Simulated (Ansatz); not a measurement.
# CdNi2P2, from a guessed structure to a relaxed one

Starting from a made-up structure for CdNi2P2, the aim is the relaxed cell, its shortest contacts and, where a second run follows, its electronic structure.

Program: Ansatz 0.2.0. Level of theory: DFT, PBE, plane-wave PAW, files of the set soft_1, scalar-relativistic, ferromagnetic start, cell and ions relaxed at zero pressure; PAW set soft_1. Results are calculated unless marked as measured.

### 1. Set-up

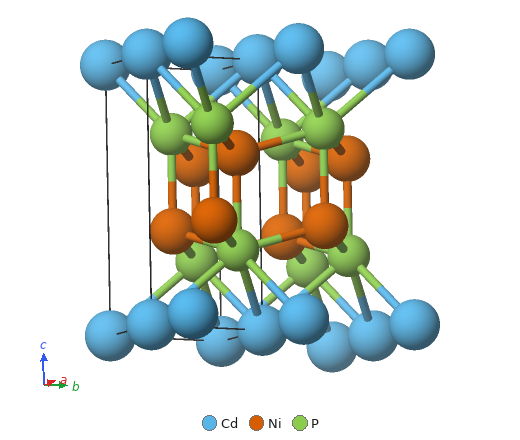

The starting structure, seen slightly off an axis (cadmium blue, nickel orange, phosphorus green). 2×2×1 cells are drawn. Bonds to atoms that aren't drawn are left out. Some periodic images of atoms are drawn too.

Coordinates:

```cif
data_structure
_symmetry_space_group_name_H-M 'P 1'
_symmetry_Int_Tables_number 1
_cell_length_a 3.6610
_cell_length_b 3.6610
_cell_length_c 6.3130
_cell_angle_alpha 90.000
_cell_angle_beta 90.000
_cell_angle_gamma 120.000
_cell_volume 73.28
loop_
_atom_site_label
_atom_site_type_symbol
_atom_site_fract_x
_atom_site_fract_y
_atom_site_fract_z
_atom_site_occupancy
Cd1 Cd 0.00000 0.00000 0.00000 1
Ni2 Ni 0.33333 0.66667 0.63430 1
Ni3 Ni 0.66667 0.33333 0.36570 1
P4 P 0.33333 0.66667 0.27560 1
P5 P 0.66667 0.33333 0.72440 1
```

### 2. Relaxation of the guess

The guess takes its coordinates from another compound and its volume from a rule, so the cell and any free coordinates are relaxed together.

Contents of input.yaml:

```yaml
crystal:
  lattice:
    - [3.661, 0.0, 0.0]
    - [-1.8305, 3.170519003, 0.0]
    - [0.0, 0.0, 6.313]
  atoms:
    - { symbol: Cd, position: [0.0, 0.0, 0.0] }
    - { symbol: Ni, position: [0.333333333, 0.666666667, 0.6343], spin: 1.0 }
    - { symbol: Ni, position: [0.666666667, 0.333333333, 0.3657], spin: 1.0 }
    - { symbol: P, position: [0.333333333, 0.666666667, 0.2756] }
    - { symbol: P, position: [0.666666667, 0.333333333, 0.7244] }
magnetization:
  spin_polarized: true
kpoints:
  mp_grid: { grid: [8, 8, 4] }
scf:
  occupations: { method: fermi_dirac, width: 0.05 }
hamiltonian:
  xc: pbe
  pseudopotentials: { kind: paw, azcp: { folder: soft_1 } }
relax:
  f_tol: 0.015
  max_steps: 70
  cell: {}
output:
  forces: true
  stress: true
```

Command:

```sh
$ ansatz run input.yaml --threads 4 --pin off --max-ram 8192MiB --backend cpu --events-out ev --progress --plain --runs-dir out
```

Numbers of over 12 decimals in the logs are rounded to 6 here.

What it wrote:

```text
Engine: ansatz 0.2.0, x86_64-unknown-linux-gnu
Pseudopotentials: kind: paw
Pseudopotential: Cd, paw, valence charge 20, recommended cutoff 420 eV (normal), soft_1/Cd.paw.azcp
Pseudopotential: Ni, paw, valence charge 18, recommended cutoff 420 eV (normal), soft_1/Ni.paw.azcp
Pseudopotential: P, paw, valence charge 5, recommended cutoff 420 eV (normal), soft_1/P.paw.azcp
Functional definition: PBE
  parameter kappa = 0.804
  parameter beta = 0.066725
  exchange = pbe_x(kappa = kappa, mu = beta*pi^2/3)
  correlation = pbe_c(beta = beta)
Crystal: 5 atoms, lattice volume = 73.277 Å³
Basis set: ecut = 420 eV, 1401 PW (Γ), exchange–correlation on 50×50×90 points (8 copies of the dense FFT grid, shifted against one another)
Bands: 41, of which v1, the nominal top of the filled ones, is band 33 counted from 1 (32 counted from 0)
Symmetry: 12 space group operations
Space group: P-3m1 (ITA 164), of the structure as read, at distance tolerance 4.2e-5 Å
Magnetic group: BNS 164.85 (UNI 1315), of the structure as read, at distance tolerance 4.2e-5 Å
k-points: 35 of 256
Non-local potential: Cd, projectors of the file, l = 0: 3, l = 1: 2, l = 2: 2, l = 3: 1
Non-local potential: Ni, projectors of the file, l = 0: 3, l = 1: 2, l = 2: 3, l = 3: 1
Non-local potential: P, projectors of the file, l = 0: 2, l = 1: 2, l = 2: 1
PAW form: soft (Blöchl's): semilocal exchange-correlation on the pseudo side does not see the compensation charge
PAW one-centre angular grid: Cd, 590 points (default); XC on 64 Gauss nodes
PAW one-centre angular grid: Ni, 590 points (default); XC on 64 Gauss nodes
PAW one-centre angular grid: P, 110 points (default); XC on 64 Gauss nodes
Initial density: superposition of atomic densities (chi_scale 0.1, normalization cell)
Starting moments: Σ|m| = 2 μB on 2 of 5 sites
Initial wavefunctions: pseudopotential atomic-orbital guess
Functional: x = pbe(κ = 0.804, μ = 0.219515), c = pbe(β = 0.066725)
SCF iter   1: F=—  HF=-21443.647189 eV  |F-HF|=—  |Δ(HF+E_count)|=         —  Δρ=3.18e-2 (↑3.18e-2 ↓2.96e-2)  dr2=4.94e0  dr2_m=2.32e-1  M=1.459 μB ∫|m|=1.499 μB  β_m=0.30  ethr=3.10e-3  ⟨swp⟩=7.0  Hψ=12192  notcnv=0  defer=23
Mixer restart at iter 1: flushing history
preconditioner: auto → Kerker (q_TF=auto, 2.681 Å⁻¹)  [metal: Δε(μ)=0.021 eV  Ē_g=8.924 eV  σ=0.050 eV  W_gap=0.10  n_scr=22 (ndim 8)  ℏωp=28.1 eV  f_vac=0.000  D(μ)=3.48/eV (n_scr^D=34)]
spin=Collinear: Kerker preconditioning applied to the charge; magnetization (m = ρ↑ − ρ↓) channel mixes plain (no charge-response kernel on spin).
SCF iter   2: F=—  HF=-21444.260920 eV  |F-HF|=—  |Δ(HF+E_count)|=   6.14e-1  Δρ=3.77e-2 (↑2.12e-2 ↓3.77e-2)  dr2=4.27e0  dr2_m=3.49e-1  M=1.218 μB ∫|m|=1.263 μB  β_m=0.65  ethr=3.10e-3  ⟨swp⟩=2.0  Hψ=3772  notcnv=0  defer=127
SCF iter   3: F=—  HF=-21445.853297 eV  |F-HF|=—  |Δ(HF+E_count)|=    1.59e0  Δρ=3.55e-2 (↑1.91e-2 ↓3.55e-2)  dr2=2.54e0  dr2_m=4.01e-1  M=0.848 μB ∫|m|=0.901 μB  β_m=0.36  ethr=3.10e-3  ⟨swp⟩=3.1  Hψ=4120  notcnv=0  defer=132
SCF iter   4: F=—  HF=-21446.188362 eV  |F-HF|=—  |Δ(HF+E_count)|=   3.35e-1  Δρ=2.67e-2 (↑1.02e-2 ↓2.67e-2)  dr2=1.31e0  dr2_m=1.83e-1  M=0.533 μB ∫|m|=0.573 μB  β_m=0.47  ethr=3.10e-3  ⟨swp⟩=2.3  Hψ=3859  notcnv=0  defer=130
SCF iter   5: F=—  HF=-21446.074196 eV  |F-HF|=—  |Δ(HF+E_count)|=   1.14e-1  Δρ=2.10e-2 (↑2.10e-2 ↓1.34e-2)  dr2=4.78e-1  dr2_m=1.04e-2  M=0.079 μB ∫|m|=0.104 μB  β_m=0.81  ethr=1.99e-3  ⟨swp⟩=3.2  Hψ=4744  notcnv=0  defer=126
SCF iter   6: F=—  HF=-21446.214181 eV  |F-HF|=—  |Δ(HF+E_count)|=   1.40e-1  Δρ=1.63e-2 (↑1.56e-2 ↓1.63e-2)  dr2=5.54e-1  dr2_m=2.71e-4  M=-0.028 μB ∫|m|=0.037 μB  β_m=0.91  ethr=7.24e-4  ⟨swp⟩=2.3  Hψ=3858  notcnv=0  defer=121
SCF iter   7: F=—  HF=-21446.203555 eV  |F-HF|=—  |Δ(HF+E_count)|=         —  Δρ=4.04e-3 (↑1.18e-3 ↓4.04e-3)  dr2=1.39e-2  dr2_m=3.79e-3  M=-0.008 μB ∫|m|=0.015 μB  β_m=0.91  ethr=7.24e-4  ⟨swp⟩=2.1  Hψ=4038  notcnv=0  defer=121
Mixer restart at iter 7: flushing history
SCF iter   8: F=—  HF=-21446.208349 eV  |F-HF|=—  |Δ(HF+E_count)|=   4.79e-3  Δρ=5.29e-3 (↑5.29e-3 ↓4.19e-3)  dr2=3.41e-2  dr2_m=2.25e-4  M=-0.003 μB ∫|m|=0.005 μB  β_m=0.91  ethr=2.11e-5  ⟨swp⟩=2.2  Hψ=6183  notcnv=0  defer=131
SCF iter   9: F=—  HF=-21446.203429 eV  |F-HF|=—  |Δ(HF+E_count)|=   4.92e-3  Δρ=2.09e-3 (↑1.52e-3 ↓2.09e-3)  dr2=6.46e-3  dr2_m=5.68e-5  M=-0.001 μB ∫|m|=0.003 μB  β_m=0.76  ethr=2.11e-5  ⟨swp⟩=2.0  Hψ=5608  notcnv=0  defer=123
SCF iter  10: F=—  HF=-21446.201810 eV  |F-HF|=—  |Δ(HF+E_count)|=   1.62e-3  Δρ=4.10e-4 (↑2.20e-4 ↓4.10e-4)  dr2=2.48e-4  dr2_m=9.93e-6  M=-0.001 μB ∫|m|=0.001 μB  β_m=0.73  ethr=9.78e-6  ⟨swp⟩=2.0  Hψ=3850  notcnv=0  defer=122
SCF iter  11: F=—  HF=-21446.201725 eV  |F-HF|=—  |Δ(HF+E_count)|=   8.48e-5  Δρ=8.58e-5 (↑8.58e-5 ↓5.11e-5)  dr2=1.32e-5  dr2_m=8.58e-7  M=-0.000 μB ∫|m|=0.000 μB  β_m=0.84  ethr=3.76e-7  ⟨swp⟩=2.0  Hψ=4184  notcnv=0  defer=124
SCF iter  12: F=—  HF=-21446.201723 eV  |F-HF|=—  |Δ(HF+E_count)|=   1.87e-6  Δρ=5.61e-5 (↑4.06e-5 ↓5.61e-5)  dr2=6.05e-6  dr2_m=5.28e-8  M=-0.000 μB ∫|m|=0.000 μB  β_m=0.92  ethr=2.00e-8  ⟨swp⟩=2.0  Hψ=3815  notcnv=0  defer=124
[...]
[... from here on, the SCF cycles and remarks between the steps are left out ...]
relax step   2: F+E_penalty+E_count = -21446.40789257 eV  Δ(F+E_penalty+E_count) = -2.062e-1 eV  max|allowed force component| = 1.975e-1 eV/Å  Δτ_max = 0.0635 Å  P = +1.366 GPa  Ω = 78.342 Å³  energy of the carried Pulay correction = -1.512e-3 eV  (10 SCF iters, dr2 threshold 5.00e-7 eV, accepted)
relax step   3: F+E_penalty+E_count = -21446.46938170 eV  Δ(F+E_penalty+E_count) = -6.149e-2 eV  max|allowed force component| = 7.350e-2 eV/Å  Δτ_max = 0.0268 Å  P = -0.270 GPa  Ω = 78.960 Å³  energy of the carried Pulay correction = -1.690e-3 eV  (9 SCF iters, dr2 threshold 5.00e-7 eV, accepted)
relax step   4: F+E_penalty+E_count = -21446.47817189 eV  Δ(F+E_penalty+E_count) = -8.790e-3 eV  max|allowed force component| = 1.397e-1 eV/Å  Δτ_max = 0.0667 Å  P = -0.078 GPa  Ω = 78.193 Å³  energy of the carried Pulay correction = -1.469e-3 eV  (9 SCF iters, dr2 threshold 5.00e-7 eV, accepted)
relax step   5: F+E_penalty+E_count = -21446.48863599 eV  Δ(F+E_penalty+E_count) = -1.046e-2 eV  max|allowed force component| = 3.461e-2 eV/Å  Δτ_max = 0.0214 Å  P = -0.192 GPa  Ω = 78.460 Å³  energy of the carried Pulay correction = -1.546e-3 eV  (7 SCF iters, dr2 threshold 5.00e-7 eV, accepted)
relax step   6: F+E_penalty+E_count = -21446.48929038 eV  Δ(F+E_penalty+E_count) = -6.544e-4 eV  max|allowed force component| = 1.800e-2 eV/Å  Δτ_max = 0.0148 Å  P = -0.056 GPa  Ω = 78.280 Å³  energy of the carried Pulay correction = -1.494e-3 eV  (9 SCF iters, dr2 threshold 1.04e-7 eV, accepted)
relax step   7: F+E_penalty+E_count = -21446.48930988 eV  Δ(F+E_penalty+E_count) = -1.950e-5 eV  max|allowed force component| = 1.337e-2 eV/Å  Δτ_max = 0.0026 Å  P = +0.047 GPa  Ω = 78.251 Å³  energy of the carried Pulay correction = -1.486e-3 eV  (8 SCF iters, dr2 threshold 2.48e-8 eV, accepted)
relax step   8: F+E_penalty+E_count = -21446.48932314 eV  Δ(F+E_penalty+E_count) = -1.326e-5 eV  max|allowed force component| = 6.262e-5 eV/Å  Δτ_max = 0.0013 Å  P = +0.000 GPa  Ω = 78.265 Å³  energy of the carried Pulay correction = -1.490e-3 eV  (8 SCF iters, dr2 threshold 8.15e-9 eV, accepted)
relax step   9: F+E_penalty+E_count = -21446.49152423 eV  Δ(F+E_penalty+E_count) = -2.201e-3 eV  max|allowed force component| = 7.619e-4 eV/Å  Δτ_max = 0.0000 Å  P = +0.042 GPa  Ω = 78.265 Å³  stress off target by 6.24e-2 GPa  SCF on the basis re-selected at this cell (its energy is not comparable with the rows above)  (12 SCF iters)
relax step  10: F+E_penalty+E_count = -21446.49152280 eV  Δ(F+E_penalty+E_count) = +1.428e-6 eV  max|allowed force component| = 4.698e-4 eV/Å  Δτ_max = 0.0007 Å  P = -0.010 GPa  Ω = 78.299 Å³  energy of the carried Pulay correction = -9.243e-6 eV  (7 SCF iters, dr2 threshold 9.73e-9 eV, accepted)
relax step  11: F+E_penalty+E_count = -21446.49153003 eV  Δ(F+E_penalty+E_count) = -7.231e-6 eV  max|allowed force component| = 4.674e-4 eV/Å  Δτ_max = 0.0000 Å  P = -0.010 GPa  Ω = 78.299 Å³  stress off target by 1.16e-2 GPa  SCF on the basis re-selected at this cell (its energy is not comparable with the rows above)  (8 SCF iters)
basis re-selected at this cell: Δ(F+E_penalty+E_count) = -7.231e-6 eV, ΔP = -0.000 GPa vs the last step (what re-selecting the basis moved, of the pressure what is left beyond the Pulay correction that the steps carried, after the strain that the cell walked since its last selection, with what the two solves' SCF thresholds leave and, on support functions, any second-order correction that the steps lacked; it is no m [...]
SCF converged after 8 iterations
Magnetization: 0.0000 μB (33.0000 up, 33.0000 down)
Absolute magnetization: 0.0000 μB (∫|ρ↑−ρ↓|, with the PAW one-centre terms)
Spin contamination: 0.0000 ħ² per cell (⟨S²⟩ above its minimum at these occupations)
Per-site moments (μB) at R_I (Å): [(1.057956310125739e-10, 1.168446), (1.9753482937196205e-9, 0.907072), (1.9753480867793063e-9, 0.907072), (4.784099402391547e-10, 0.907072), (4.784100743875313e-10, 0.907072)]
Free energy (F): -21446.491530 eV
Harris-Foulkes:  -21446.491530 eV  (|F-HF|=3.64e-11)
Internal energy: -21446.465828 eV  (E = F + TS)
E sigma→0 (E₀):  -21446.478679 eV
Entropy (-TS):   -0.025702 eV (-5.140 meV/atom)
Fermi energy:    12.736649 eV
--- Per-component energies (eV) ---
  E_band       = -1144.676994
  E_kinetic    = 1261.345158
  E_local      = -10899.193279  (includes V_loc(G=0)·N_el)
  E_nonlocal   = -50.811315
  E_hartree    = 5464.692072
  E_xc         = -529.197065
  E_vxc        = -610.994327  (∫ρ·V_xc dr)
  E_paw        = -8531.019187  (= ΣΔE_a)
  E_vpaw       = -1774.408775  (= ΣTr[D̂ρ^β])
  E_aug_tail   = 0.002129  (compensation charges beyond the density's cutoff)
  E_ewald      = -8162.284342
  E_smearing   = -0.025702  (= −TS)
  E_closure    = 0.000000  (closes the sum)
  Σ components = -21446.491530   (vs F -21446.491530, Δ=0.00e0)
--- Forces (eV/Å), atoms counted from 1 ---
  atom   1  Cd     0.00000000     0.00000000     0.00000000
  atom   2  Ni     0.00000000    -0.00000000    -0.00007733
  atom   3  Ni    -0.00000000     0.00000000     0.00007733
  atom   4  P      0.00000000     0.00000000    -0.00046741
  atom   5  P      0.00000000    -0.00000000     0.00046741
  max |Σ_I F_I| component: 9.25e-18 eV/Å
--- Stress (GPa, compression-positive) ---
       -0.011585      -0.000000       0.000000
       -0.000000      -0.011585      -0.000000
        0.000000      -0.000000      -0.007934
  P = ⅓ Tr σ = -0.0104 GPa (-0.104 kbar)
--- Relaxed structure (9 steps of the walk, 9 accepted, 2 SCFs on fresh bases) ---
  F+E_penalty+E_count = -21446.49153003 eV   max|allowed force component| = 4.674e-4 eV/Å   (the final SCF, on the basis selected at the relaxed cell)
  cell:  # Å, volume = 78.2986 Å³
    - [3.845029, 0, 0]
    - [-1.922515, 3.329893, 0]
    - [0, 0, 6.115390]
  atoms:
    - { symbol: Cd, position: [0, 0, 0] }
    - { symbol: Ni, position: [0.333333, 0.666667, 0.647280] }
    - { symbol: Ni, position: [0.666667, 0.333333, 0.352720] }
    - { symbol: P, position: [0.333333, 0.666667, 0.287702] }
    - { symbol: P, position: [0.666667, 0.333333, 0.712298] }
```

It took 28 s on 4 threads of AMD EPYC 9B14 (Zen 4), shared host; peak memory 0.6 GiB.

Step by step:

| step | energy less that of the first step (eV) | largest force component (eV/Å) | pressure (GPa) | volume (Å³) |
| --- | --- | --- | --- | --- |
| 1 | 0.0000 | 0.4785 | 8.97 | 73.28 |
| 2 | -0.2062 | 0.1975 | 1.37 | 78.34 |
| 3 | -0.2677 | 0.0735 | -0.27 | 78.96 |
| 4 | -0.2764 | 0.1397 | -0.08 | 78.19 |
| 5 | -0.2869 | 0.0346 | -0.19 | 78.46 |
| 6 | -0.2876 | 0.0180 | -0.06 | 78.28 |
| 7 | -0.2876 | 0.0134 | 0.05 | 78.25 |
| 8 | -0.2876 | 0.0001 | 0.00 | 78.26 |
| 9* | -0.2898 | 0.0008 | 0.04 | 78.26 |
| 10 | -0.2898 | 0.0005 | -0.01 | 78.30 |
| 11* | -0.2898 | 0.0005 | -0.01 | 78.30 |

Relaxation steps marked * repeat the geometry before them on a plane-wave basis chosen anew for their cell, so energy and pressure can jump there.

Forces are held to the 12 operations that the run works with; a distortion that breaks them can't arise in this run.

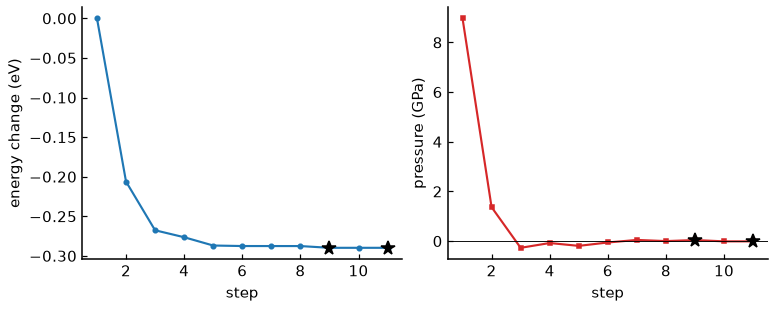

Energy and pressure along the relaxation. Stars mark steps on a basis chosen anew.

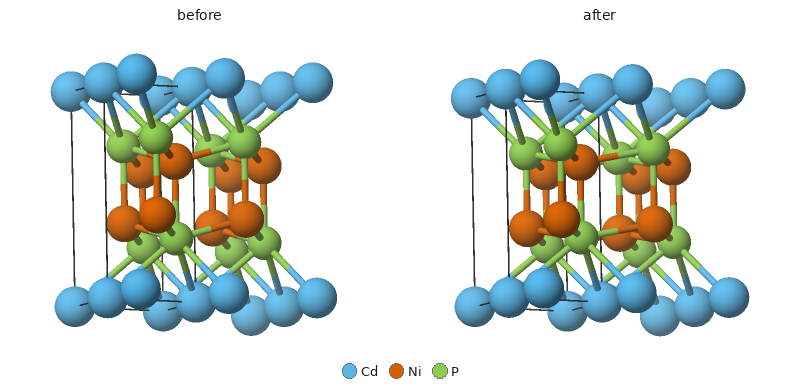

Before and after, at one scale. Bonds to atoms that aren't drawn are left out.

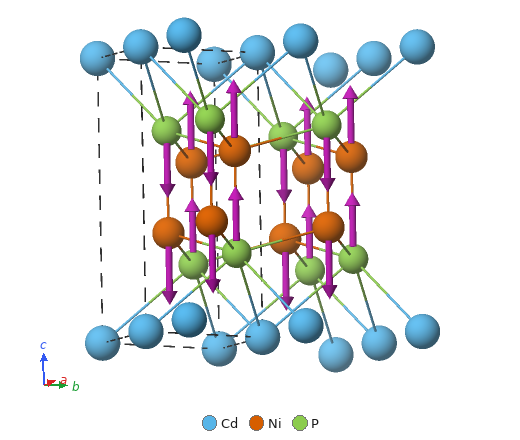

Displacements in the relaxation, exaggerated, measured against the changing cell; the longest in the cell stands for 0.08 Å. Bonds to atoms that aren't drawn are left out. 2×2×1 cells are drawn. Some periodic images of atoms are drawn too.

| conventional cell, symmetrised | before | after | change |
| --- | --- | --- | --- |
| a (Å) | 3.661 | 3.845 | +5.0 % |
| b (Å) | 3.661 | 3.845 | +5.0 % |
| c (Å) | 6.313 | 6.115 | -3.1 % |
| volume (Å³/atom) | 14.66 | 15.66 | +6.9 % |

The atoms that moved most (Å, as changes of fractional coordinates times the final cell):

| atom | dx | dy | dz | length |
| --- | --- | --- | --- | --- |
| Ni2 | 0.000 | 0.000 | 0.079 | 0.079 |
| Ni3 | 0.000 | 0.000 | -0.079 | 0.079 |
| P4 | 0.000 | 0.000 | 0.074 | 0.074 |
| P5 | 0.000 | 0.000 | -0.074 | 0.074 |

Final coordinates:

```cif
data_structure
_symmetry_space_group_name_H-M 'P 1'
_symmetry_Int_Tables_number 1
_cell_length_a 3.8450
_cell_length_b 3.8450
_cell_length_c 6.1154
_cell_angle_alpha 90.000
_cell_angle_beta 90.000
_cell_angle_gamma 120.000
_cell_volume 78.30
loop_
_atom_site_label
_atom_site_type_symbol
_atom_site_fract_x
_atom_site_fract_y
_atom_site_fract_z
_atom_site_occupancy
Cd1 Cd 0.00000 0.00000 0.00000 1
Ni2 Ni 0.33333 0.66667 0.64728 1
Ni3 Ni 0.66667 0.33333 0.35272 1
P4 P 0.33333 0.66667 0.28770 1
P5 P 0.66667 0.33333 0.71230 1
```

This step gave:

```yaml
free_energy: -21446.4915 eV
energy_at_zero_smearing: -21446.4787 eV
smearing_term_ts: 0.02570 eV
fermi_energy: 12.74 eV
electrons: 66
symmetry_operations: 12
pressure: -0.01037 GPa
```

Shortest distances by pair of elements, guess and relaxed (not always the same contact):

| pair | guess (Å) | relaxed (Å) |
| --- | --- | --- |
| Ni–P | 2.189 | 2.199 |
| Cd–P | 2.738 | 2.833 |
| Ni–Ni | 2.710 | 2.859 |
| Cd–Ni | 3.130 | 3.095 |
| P–P | 3.535 | 3.416 |

The relaxation ends with a largest force component of 4.7e-4 eV/Å and a pressure of -0.01 GPa. The starting moments have collapsed: the run ends non-magnetic.

### 3. Summary of results

```
space group, relaxed : P-3m1
conventional cell    : a = 3.845, b = 3.845, c = 6.115 Å; α = 90.0°, β = 90.0°, γ = 120.0°
volume per atom      : 15.66 Å³ (guess 14.66)
total moment         : 0.00 μB in the cell of 5 atoms
```

**Reading.** CdNi2P2 relaxes to P-3m1 with a = 3.845, b = 3.845 and c = 6.115 Å. The guessed volume was 6 % too small. The space group P-3m1 was held in the relaxation, so the end point is a stationary structure within it and may be a saddle against distortions or other arrangements. The moments died out from this one start and weren't seeded again at the relaxed cell. Mesh and cutoff weren't tested. No dispersion term is used, so weakly bound directions may come out too long. Nothing here tests whether the compound is stable against decomposition.

[Logs are printed without paths, hosts, clocks, repeated set-up lines and the standing remarks that a program may print on its own settings, such as how far it seeks lower states.]

[Hosts, paths, dates, database ids (printed as entryN), source tags and the programs' standing remarks are cut or masked in the printed files.]
